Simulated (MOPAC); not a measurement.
# CH2FNO2Si: geometry relaxation (part 2 of 2)

CH2FNO2Si; AM1, closed shell (MOPAC 23.2.5). The atoms were displaced at random from an optimised geometry.

Geometry of the input (Å):
```
O  1.9950  1.0867  0.9825
C  0.9784  0.5736  0.6107
N  0.5782  -0.7749  0.5661
Si -0.6920  0.2186  -0.0373
O  -1.2368  0.1132  -1.5727
F  -2.0189  0.3102  0.8261
H  1.0572  -1.6069  0.8775
H  -0.5735  0.0574  -2.2505
```

## Trajectory as extended XYZ, continued
```
8
Properties=species:S:1:pos:R:3:forces:R:3 step=8 energy=-7.86341
O     2.0229    1.1042    0.9818   -0.3121  -0.2005  -0.1127
C     0.9745    0.5703    0.6119    0.3757   0.3956   0.0641
N     0.5979   -0.7620    0.5679    0.0075  -0.3874   0.0525
Si   -0.7011    0.1483    0.0073   -0.1365  -0.0343   0.4210
O    -1.2290    0.1352   -1.6328   -0.3991   0.0789   0.3601
F    -2.0535    0.3455    0.8439    0.0763   0.0280  -0.1885
H     1.0557   -1.5825    0.8455    0.0009   0.1759  -0.0656
H    -0.5769    0.0566   -2.2998    0.3872  -0.0562  -0.5310
8
Properties=species:S:1:pos:R:3:forces:R:3 step=9 energy=-7.87079
O     2.0221    1.1038    0.9797    0.0362  -0.0348   0.0030
C     0.9754    0.5780    0.6100   -0.0892  -0.2565  -0.0383
N     0.5975   -0.7683    0.5641    0.1751   0.2909   0.1000
Si   -0.6954    0.1431    0.0198   -0.4523   0.0545  -0.0718
O    -1.2296    0.1376   -1.6289    0.1411   0.0294   0.1114
F    -2.0596    0.3485    0.8360    0.1342   0.0174  -0.1720
H     1.0564   -1.5786    0.8432    0.1365  -0.1029   0.0027
H    -0.5763    0.0562   -2.3162   -0.0817   0.0020   0.0650
8
Properties=species:S:1:pos:R:3:forces:R:3 step=10 energy=-7.87363
O     2.0208    1.1018    0.9782    0.2182   0.0896   0.0319
C     0.9769    0.5743    0.6070   -0.1616  -0.0190  -0.0117
N     0.6013   -0.7639    0.5710   -0.1209  -0.0197  -0.0689
Si   -0.7000    0.1431    0.0183    0.0536  -0.0470   0.0331
O    -1.2286    0.1401   -1.6250    0.0979   0.0147  -0.0917
F    -2.0589    0.3472    0.8327   -0.1404   0.0515  -0.0057
H     1.0588   -1.5792    0.8386    0.1492  -0.0762   0.0432
H    -0.5764    0.0567   -2.3137   -0.0959   0.0061   0.0696
8
Properties=species:S:1:pos:R:3:forces:R:3 step=11 energy=-7.87511
O     2.0239    1.1033    0.9765   -0.0557  -0.0571  -0.0395
C     0.9755    0.5754    0.6091    0.0631   0.0020   0.0255
N     0.6010   -0.7651    0.5684    0.0263  -0.0601   0.0466
Si   -0.7014    0.1408    0.0200    0.0762  -0.0267   0.0090
O    -1.2265    0.1412   -1.6240    0.0029   0.0240  -0.0143
F    -2.0612    0.3484    0.8310   -0.1586   0.0487   0.0097
H     1.0626   -1.5816    0.8406    0.0567   0.0737  -0.0277
H    -0.5779    0.0567   -2.3122   -0.0109  -0.0045  -0.0091
8
Properties=species:S:1:pos:R:3:forces:R:3 step=12 energy=-7.87636
O     2.0254    1.1038    0.9722   -0.0715  -0.0659  -0.0318
C     0.9751    0.5751    0.6112    0.0819   0.0343   0.0093
N     0.6025   -0.7659    0.5697    0.0080  -0.0320   0.0455
Si   -0.7011    0.1374    0.0233   -0.0581   0.0249  -0.0035
O    -1.2243    0.1443   -1.6226   -0.0324   0.0225   0.0638
F    -2.0663    0.3497    0.8276   -0.0475   0.0221  -0.0398
H     1.0670   -1.5800    0.8379    0.0861   0.0034  -0.0078
H    -0.5798    0.0571   -2.3125    0.0335  -0.0092  -0.0357
8
Properties=species:S:1:pos:R:3:forces:R:3 step=13 energy=-7.87787
O     2.0282    1.1036    0.9640   -0.0052  -0.0245  -0.0098
C     0.9756    0.5757    0.6113   -0.0033  -0.0481   0.0000
N     0.6055   -0.7677    0.5742    0.0095   0.0064   0.0269
Si   -0.7017    0.1315    0.0302   -0.1069   0.0563   0.0175
O    -1.2201    0.1516   -1.6162   -0.0492   0.0096   0.0355
F    -2.0772    0.3512    0.8179    0.0610  -0.0107  -0.0620
H     1.0796   -1.5799    0.8329    0.0536   0.0190  -0.0011
H    -0.5830    0.0577   -2.3121    0.0405  -0.0080  -0.0070
8
Properties=species:S:1:pos:R:3:forces:R:3 step=14 energy=-7.87833
O     2.0299    1.1036    0.9586   -0.0094  -0.0261   0.0043
C     0.9756    0.5740    0.6132    0.0066   0.0152  -0.0183
N     0.6070   -0.7685    0.5772   -0.0215  -0.0097   0.0084
Si   -0.7023    0.1305    0.0338   -0.0217   0.0380  -0.0106
O    -1.2191    0.1553   -1.6127   -0.0335   0.0004   0.0040
F    -2.0819    0.3506    0.8114    0.0104  -0.0082  -0.0077
H     1.0872   -1.5785    0.8306    0.0413  -0.0049   0.0067
H    -0.5836    0.0578   -2.3102    0.0278  -0.0046   0.0131
8
Properties=species:S:1:pos:R:3:forces:R:3 step=15 energy=-7.87854
O     2.0300    1.1027    0.9582    0.0156  -0.0074   0.0036
C     0.9759    0.5738    0.6117   -0.0156  -0.0042  -0.0015
N     0.6068   -0.7686    0.5788   -0.0139  -0.0087  -0.0125
Si   -0.7020    0.1320    0.0342    0.0091   0.0082  -0.0079
O    -1.2197    0.1559   -1.6120   -0.0199   0.0004  -0.0052
F    -2.0826    0.3494    0.8098   -0.0097  -0.0015   0.0104
H     1.0902   -1.5780    0.8308    0.0143   0.0171   0.0047
H    -0.5828    0.0575   -2.3081    0.0200  -0.0040   0.0083
8
Properties=species:S:1:pos:R:3:forces:R:3 step=16 energy=-7.87864
O     2.0301    1.1020    0.9586    0.0109  -0.0073   0.0022
C     0.9759    0.5736    0.6116   -0.0106   0.0007  -0.0019
N     0.6065   -0.7686    0.5785   -0.0049   0.0020  -0.0084
Si   -0.7018    0.1335    0.0337    0.0095  -0.0074   0.0033
O    -1.2207    0.1554   -1.6120   -0.0034   0.0006  -0.0146
F    -2.0824    0.3485    0.8098   -0.0149   0.0030   0.0145
H     1.0913   -1.5767    0.8322    0.0047   0.0111  -0.0001
H    -0.5815    0.0570   -2.3064    0.0088  -0.0027   0.0050
8
Properties=species:S:1:pos:R:3:forces:R:3 step=17 energy=-7.87868
O     2.0303    1.1014    0.9590    0.0008  -0.0069  -0.0018
C     0.9758    0.5739    0.6114    0.0019   0.0045   0.0024
N     0.6064   -0.7684    0.5782   -0.0019   0.0022  -0.0058
Si   -0.7018    0.1340    0.0335   -0.0055  -0.0090  -0.0006
O    -1.2211    0.1552   -1.6126    0.0024   0.0009   0.0005
F    -2.0824    0.3483    0.8103   -0.0062   0.0028   0.0091
H     1.0921   -1.5756    0.8328   -0.0001   0.0083  -0.0029
H    -0.5806    0.0565   -2.3057    0.0087  -0.0028  -0.0009
8
Properties=species:S:1:pos:R:3:forces:R:3 step=18 energy=-7.87871
O     2.0307    1.1007    0.9594   -0.0019  -0.0030  -0.0026
C     0.9757    0.5743    0.6113    0.0018   0.0027   0.0007
N     0.6063   -0.7679    0.5775    0.0020   0.0041  -0.0007
Si   -0.7022    0.1338    0.0333   -0.0133  -0.0038   0.0037
O    -1.2211    0.1549   -1.6130    0.0039   0.0008   0.0038
F    -2.0825    0.3484    0.8109    0.0017   0.0014   0.0032
H     1.0928   -1.5743    0.8330   -0.0017   0.0005  -0.0048
H    -0.5796    0.0559   -2.3052    0.0075  -0.0027  -0.0034
8
Properties=species:S:1:pos:R:3:forces:R:3 step=19 energy=-7.87873
O     2.0310    1.1003    0.9597   -0.0046   0.0002  -0.0038
C     0.9756    0.5748    0.6113    0.0028   0.0022   0.0009
N     0.6064   -0.7675    0.5771    0.0001   0.0013   0.0002
Si   -0.7028    0.1334    0.0334   -0.0097   0.0015   0.0017
O    -1.2208    0.1548   -1.6133    0.0037   0.0003   0.0062
F    -2.0827    0.3486    0.8114    0.0025   0.0001   0.0011
H     1.0933   -1.5736    0.8325   -0.0017  -0.0032  -0.0047
H    -0.5789    0.0554   -2.3051    0.0067  -0.0025  -0.0017
8
Properties=species:S:1:pos:R:3:forces:R:3 step=20 energy=-7.87873
O     2.0311    1.1001    0.9596   -0.0027   0.0032  -0.0032
C     0.9755    0.5750    0.6114   -0.0010   0.0002  -0.0005
N     0.6064   -0.7672    0.5768   -0.0003  -0.0014   0.0000
Si   -0.7032    0.1331    0.0335   -0.0027   0.0050   0.0024
O    -1.2204    0.1547   -1.6134    0.0022   0.0001   0.0029
F    -2.0829    0.3489    0.8117    0.0004  -0.0005   0.0013
H     1.0936   -1.5733    0.8316   -0.0015  -0.0044  -0.0037
H    -0.5782    0.0550   -2.3050    0.0056  -0.0023   0.0009
8
Properties=species:S:1:pos:R:3:forces:R:3 step=21 energy=-7.87875
O     2.0312    1.1000    0.9595   -0.0009   0.0050  -0.0023
C     0.9754    0.5752    0.6116   -0.0039  -0.0014  -0.0017
N     0.6063   -0.7671    0.5765   -0.0012  -0.0038  -0.0014
Si   -0.7036    0.1330    0.0337    0.0052   0.0065   0.0018
O    -1.2197    0.1546   -1.6134    0.0007   0.0003  -0.0004
F    -2.0831    0.3491    0.8120   -0.0030  -0.0007   0.0023
H     1.0939   -1.5734    0.8301   -0.0014  -0.0040  -0.0021
H    -0.5773    0.0543   -2.3048    0.0044  -0.0020   0.0038
8
Properties=species:S:1:pos:R:3:forces:R:3 step=22 energy=-7.87876
O     2.0312    1.0999    0.9591    0.0013   0.0062  -0.0007
C     0.9751    0.5753    0.6118   -0.0065  -0.0033  -0.0033
N     0.6062   -0.7670    0.5759   -0.0005  -0.0055  -0.0030
Si   -0.7041    0.1332    0.0342    0.0120   0.0060   0.0015
O    -1.2187    0.1542   -1.6134   -0.0012   0.0011  -0.0042
F    -2.0836    0.3493    0.8125   -0.0063  -0.0005   0.0032
H     1.0941   -1.5737    0.8274   -0.0015  -0.0024   0.0005
H    -0.5756    0.0529   -2.3041    0.0027  -0.0015   0.0060
8
Properties=species:S:1:pos:R:3:forces:R:3 step=23 energy=-7.87878
O     2.0310    1.1000    0.9588    0.0015   0.0051   0.0000
C     0.9748    0.5753    0.6120   -0.0057  -0.0038  -0.0031
N     0.6060   -0.7671    0.5751    0.0009  -0.0044  -0.0033
Si   -0.7044    0.1338    0.0347    0.0110   0.0028   0.0009
O    -1.2178    0.1539   -1.6133   -0.0019   0.0023  -0.0050
F    -2.0839    0.3495    0.8129   -0.0060  -0.0001   0.0028
H     1.0942   -1.5742    0.8251   -0.0014  -0.0008   0.0022
H    -0.5738    0.0516   -2.3030    0.0016  -0.0012   0.0055
8
Properties=species:S:1:pos:R:3:forces:R:3 step=24 energy=-7.87879
O     2.0306    1.1003    0.9584   -0.0006   0.0009   0.0002
C     0.9745    0.5749    0.6120   -0.0006  -0.0012  -0.0016
N     0.6059   -0.7674    0.5742    0.0021  -0.0001  -0.0013
Si   -0.7045    0.1347    0.0353    0.0007  -0.0033   0.0000
O    -1.2169    0.1535   -1.6132   -0.0009   0.0037  -0.0011
F    -2.0843    0.3496    0.8133   -0.0005   0.0003   0.0005
H     1.0940   -1.5748    0.8231   -0.0009   0.0006   0.0025
H    -0.5715    0.0499   -2.3013    0.0007  -0.0009   0.0008
8
Properties=species:S:1:pos:R:3:forces:R:3 step=25 energy=-7.87879
O     2.0306    1.1003    0.9585   -0.0010   0.0006  -0.0005
C     0.9746    0.5749    0.6119   -0.0004  -0.0007  -0.0006
N     0.6060   -0.7674    0.5744    0.0016  -0.0001  -0.0011
Si   -0.7043    0.1345    0.0352   -0.0006  -0.0021   0.0003
O    -1.2172    0.1537   -1.6132   -0.0003   0.0030  -0.0002
F    -2.0842    0.3495    0.8132    0.0004   0.0000   0.0004
H     1.0940   -1.5747    0.8240   -0.0007   0.0002   0.0015
H    -0.5720    0.0502   -2.3016    0.0010  -0.0010   0.0002
8
Properties=species:S:1:pos:R:3:forces:R:3 step=26 energy=-7.87879
O     2.0304    1.1004    0.9584   -0.0017  -0.0003  -0.0008
C     0.9746    0.5748    0.6116    0.0004   0.0005  -0.0003
N     0.6062   -0.7676    0.5745   -0.0006   0.0005   0.0014
Si   -0.7043    0.1342    0.0352   -0.0021  -0.0004  -0.0005
O    -1.2174    0.1542   -1.6132    0.0010   0.0017   0.0010
F    -2.0842    0.3496    0.8130    0.0022  -0.0008   0.0002
H     1.0939   -1.5747    0.8253    0.0000  -0.0003  -0.0004
H    -0.5723    0.0502   -2.3015    0.0009  -0.0009  -0.0005
8
Properties=species:S:1:pos:R:3:forces:R:3 step=27 energy=-7.87880
O     2.0304    1.1005    0.9584   -0.0012  -0.0004  -0.0010
C     0.9746    0.5748    0.6116    0.0002   0.0008   0.0003
N     0.6062   -0.7676    0.5745   -0.0011   0.0000   0.0011
Si   -0.7043    0.1341    0.0352   -0.0014  -0.0002  -0.0006
O    -1.2173    0.1543   -1.6132    0.0011   0.0015   0.0008
F    -2.0842    0.3496    0.8131    0.0017  -0.0008   0.0002
H     1.0939   -1.5747    0.8252    0.0001  -0.0001  -0.0002
H    -0.5720    0.0500   -2.3014    0.0006  -0.0008  -0.0006
8
Properties=species:S:1:pos:R:3:forces:R:3 step=28 energy=-7.87880
O     2.0301    1.1007    0.9578    0.0011  -0.0001  -0.0005
C     0.9743    0.5747    0.6114   -0.0015   0.0000   0.0010
N     0.6060   -0.7677    0.5745   -0.0017  -0.0006  -0.0013
Si   -0.7047    0.1339    0.0354    0.0029   0.0011   0.0002
O    -1.2164    0.1551   -1.6133    0.0016  -0.0006  -0.0009
F    -2.0843    0.3496    0.8136   -0.0010  -0.0010   0.0004
H     1.0939   -1.5749    0.8246    0.0000   0.0010   0.0010
H    -0.5705    0.0485   -2.3007   -0.0015   0.0003   0.0001
8
Properties=species:S:1:pos:R:3:forces:R:3 step=29 energy=-7.87880
O     2.0302    1.1006    0.9579    0.0003  -0.0002  -0.0002
C     0.9744    0.5747    0.6115   -0.0006   0.0003   0.0001
N     0.6060   -0.7677    0.5746   -0.0011  -0.0002  -0.0002
Si   -0.7045    0.1340    0.0353    0.0012   0.0003  -0.0001
O    -1.2167    0.1549   -1.6133    0.0012   0.0005  -0.0001
F    -2.0842    0.3495    0.8135   -0.0003  -0.0008   0.0003
H     1.0939   -1.5748    0.8249    0.0000   0.0004   0.0004
H    -0.5711    0.0490   -2.3010   -0.0007  -0.0003  -0.0003
8
Properties=species:S:1:pos:R:3:forces:R:3 step=30 energy=-7.87880
O     2.0302    1.1006    0.9579    0.0001  -0.0002  -0.0002
C     0.9744    0.5747    0.6114   -0.0001   0.0002   0.0001
N     0.6060   -0.7677    0.5746   -0.0006   0.0000   0.0002
Si   -0.7045    0.1339    0.0353    0.0002   0.0005  -0.0002
O    -1.2167    0.1550   -1.6133    0.0009   0.0003   0.0000
F    -2.0842    0.3495    0.8134   -0.0001  -0.0008   0.0001
H     1.0939   -1.5748    0.8252   -0.0001   0.0003   0.0001
H    -0.5712    0.0491   -2.3011   -0.0003  -0.0002  -0.0002
8
Properties=species:S:1:pos:R:3:forces:R:3 step=31 energy=-7.87880
O     2.0301    1.1006    0.9577    0.0003   0.0000   0.0000
C     0.9743    0.5747    0.6114    0.0004   0.0002   0.0000
N     0.6059   -0.7677    0.5748   -0.0001   0.0003   0.0002
Si   -0.7045    0.1340    0.0353   -0.0003   0.0001  -0.0001
O    -1.2166    0.1552   -1.6133    0.0002   0.0002   0.0001
F    -2.0842    0.3493    0.8135   -0.0003  -0.0006  -0.0001
H     1.0938   -1.5748    0.8254   -0.0004   0.0000   0.0000
H    -0.5712    0.0490   -2.3011    0.0001  -0.0002   0.0000
8
Properties=species:S:1:pos:R:3:forces:R:3 step=32 energy=-7.87880
O     2.0301    1.1006    0.9576    0.0003   0.0002   0.0004
C     0.9743    0.5747    0.6114    0.0006   0.0002  -0.0002
N     0.6059   -0.7678    0.5749    0.0002   0.0003  -0.0001
Si   -0.7045    0.1340    0.0353   -0.0003   0.0000   0.0000
O    -1.2165    0.1553   -1.6133   -0.0001  -0.0003   0.0000
F    -2.0842    0.3493    0.8135   -0.0004  -0.0004  -0.0003
H     1.0938   -1.5747    0.8255   -0.0006   0.0000   0.0000
H    -0.5712    0.0489   -2.3011    0.0002   0.0002   0.0001
8
Properties=species:S:1:pos:R:3:forces:R:3 step=33 energy=-7.87880
O     2.0301    1.1006    0.9577    0.0004   0.0002   0.0000
C     0.9743    0.5747    0.6114    0.0004   0.0001   0.0001
N     0.6059   -0.7677    0.5748    0.0002   0.0002   0.0001
Si   -0.7045    0.1340    0.0353   -0.0003  -0.0001   0.0000
O    -1.2166    0.1552   -1.6133    0.0000   0.0003  -0.0001
F    -2.0842    0.3493    0.8135   -0.0004  -0.0004  -0.0002
H     1.0938   -1.5747    0.8255   -0.0004   0.0000   0.0000
H    -0.5712    0.0489   -2.3011    0.0001  -0.0003   0.0001
8
Properties=species:S:1:pos:R:3:forces:R:3 step=34 energy=-7.87880
O     2.0302    1.1006    0.9577    0.0004   0.0002   0.0001
C     0.9743    0.5747    0.6114    0.0002   0.0001   0.0001
N     0.6059   -0.7677    0.5748    0.0001   0.0002   0.0000
Si   -0.7045    0.1340    0.0353   -0.0001   0.0000   0.0000
O    -1.2166    0.1552   -1.6133    0.0000   0.0001  -0.0001
F    -2.0842    0.3492    0.8135   -0.0004  -0.0004  -0.0002
H     1.0938   -1.5747    0.8255   -0.0004   0.0000   0.0000
H    -0.5712    0.0489   -2.3011    0.0001  -0.0001   0.0000
8
Properties=species:S:1:pos:R:3:forces:R:3 step=35 energy=-7.87880
O     2.0303    1.1005    0.9576    0.0000   0.0001  -0.0002
C     0.9744    0.5748    0.6113   -0.0003   0.0001   0.0006
N     0.6059   -0.7676    0.5749   -0.0001  -0.0002  -0.0001
Si   -0.7045    0.1341    0.0353    0.0003  -0.0001   0.0001
O    -1.2166    0.1553   -1.6133    0.0000   0.0000  -0.0002
F    -2.0843    0.3491    0.8134   -0.0001  -0.0001  -0.0002
H     1.0936   -1.5747    0.8256    0.0001   0.0000   0.0000
H    -0.5712    0.0488   -2.3011    0.0001   0.0001   0.0001
8
Properties=species:S:1:pos:R:3:forces:R:3 step=36 energy=-7.87880
O     2.0303    1.1005    0.9576   -0.0001   0.0000   0.0001
C     0.9744    0.5748    0.6114    0.0000   0.0002  -0.0002
N     0.6059   -0.7677    0.5749   -0.0001   0.0000   0.0002
Si   -0.7045    0.1341    0.0353    0.0001   0.0000  -0.0001
O    -1.2165    0.1553   -1.6133    0.0001   0.0001  -0.0001
F    -2.0843    0.3491    0.8134   -0.0001  -0.0002  -0.0001
H     1.0937   -1.5747    0.8255    0.0000   0.0000   0.0001
H    -0.5711    0.0488   -2.3011    0.0001  -0.0001   0.0000
8
Properties=species:S:1:pos:R:3:forces:R:3 step=37 energy=-7.87880
O     2.0303    1.1005    0.9576   -0.0001   0.0000   0.0001
C     0.9744    0.5748    0.6114    0.0000   0.0001   0.0000
N     0.6059   -0.7677    0.5749    0.0000   0.0000   0.0002
Si   -0.7045    0.1341    0.0353   -0.0001  -0.0001  -0.0001
O    -1.2165    0.1553   -1.6133    0.0001   0.0001  -0.0001
F    -2.0843    0.3491    0.8134   -0.0001  -0.0001  -0.0001
H     1.0936   -1.5747    0.8256    0.0000   0.0000   0.0000
H    -0.5712    0.0488   -2.3011    0.0001   0.0000   0.0000
```

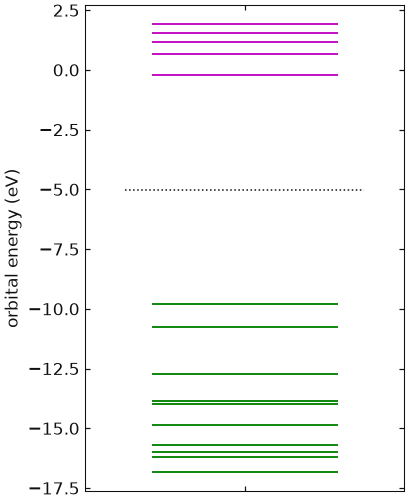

Figure 1. Orbital energies near the frontier; the dotted line parts filled from empty levels, and levels within 0.02 eV of each other stand side by side. Highest filled −9.82 eV, lowest empty −0.23 eV, 9.59 eV apart.
